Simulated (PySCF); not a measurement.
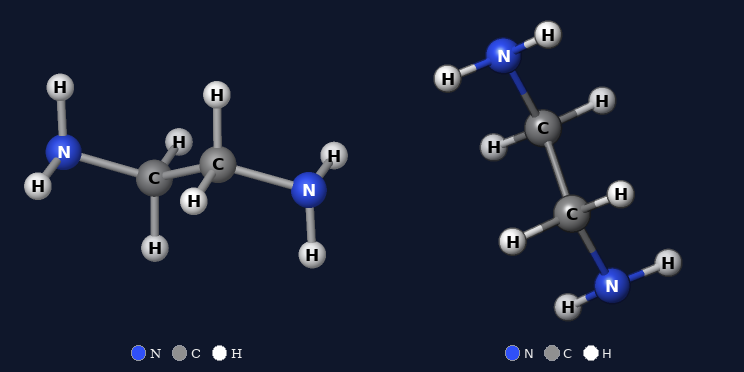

The same structure drawn twice, from different directions.

Computed geometry: PBE0-D3(BJ)/def2-TZVP optimisation. No frequency run is at hand to confirm it as a minimum.

> Give the formula.

C2H8N2, 12 atoms: 2 carbon, 8 hydrogen and 2 nitrogen.

> Give the symmetry (Schoenflies symbol).

C2h.

> Give a SMILES string for it.

NCCN

> Does it have rings?

It has no ring.

> How many atoms are distinct by symmetry?

5: 2 N, 2 C, 3 H, 1 H, 4 H.

The parts below concern this one geometry. Atoms keep their numbers from picture to picture.

## Levels of theory compared

No frequency run is at hand to confirm it as a minimum. Program: PySCF 2.14.0.

Compare HOMO–LUMO gap (eV), HOMO energy (eV) at these levels: CAM-B3LYP/aug-cc-pVTZ; PBE0/aug-cc-pVTZ; PBE0/pcSseg-2; ωB97X-D/aug-cc-pVTZ.

| level | HOMO–LUMO gap (eV) | HOMO energy (eV) |
| --- | --- | --- |
| CAM-B3LYP/aug-cc-pVTZ | 8.16 | −7.96 |
| PBE0/aug-cc-pVTZ | 6.33 | −6.49 |
| PBE0/pcSseg-2 | 7.00 | −6.46 |
| ωB97X-D/aug-cc-pVTZ | 9.24 | −8.40 |

## Bond orders

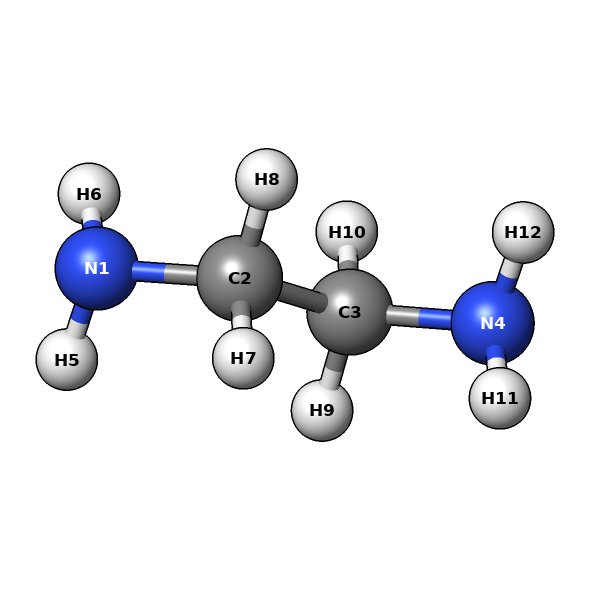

Every bond is drawn as one stick. No frequency run is at hand to confirm it as a minimum. Computed with PBE0/pcSseg-2 (PySCF 2.14.0).

List the Mayer bond orders of N1–H6, C2–C3, N1–C2, C2–H7, N1–H5 (one bond of each equivalent set). Atoms whose distances differ by more than 0.02 Å in this geometry are listed apart.

| bond | Mayer order | length (Å) |
| --- | --- | --- |
| N1–H6 | 1.03 | 1.014 |
| C2–C3 | 0.97 | 1.527 |
| N1–C2 | 0.97 | 1.452 |
| C2–H7 | 1.00 | 1.096 |
| N1–H5 | 1.03 | 1.013 |

## Excitation

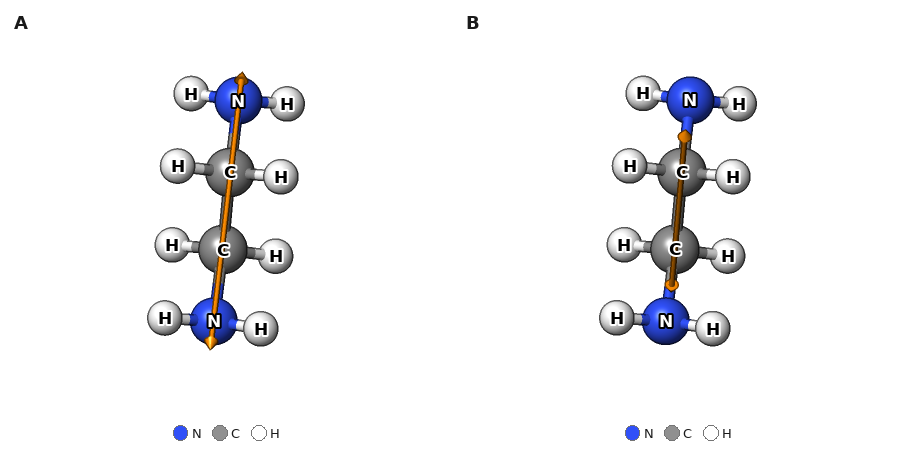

The double arrows show the directions of two transition dipoles from the ground state (lengths mean nothing). No frequency run is at hand to confirm it as a minimum. Method: TDDFT CAM-B3LYP/aug-cc-pVTZ, vertical, gas phase, core orbitals frozen in the response (PySCF 2.14.0).

> One belongs to singlet state 2 and one to singlet state 4. Which is which?

A: state 4, 6.43 eV (193 nm), oscillator strength 0.023, mainly HOMO → LUMO+3 (weight 0.73).
B: state 2, 5.70 eV (217 nm), oscillator strength 0.058, mainly HOMO → LUMO+1 (weight 0.72).
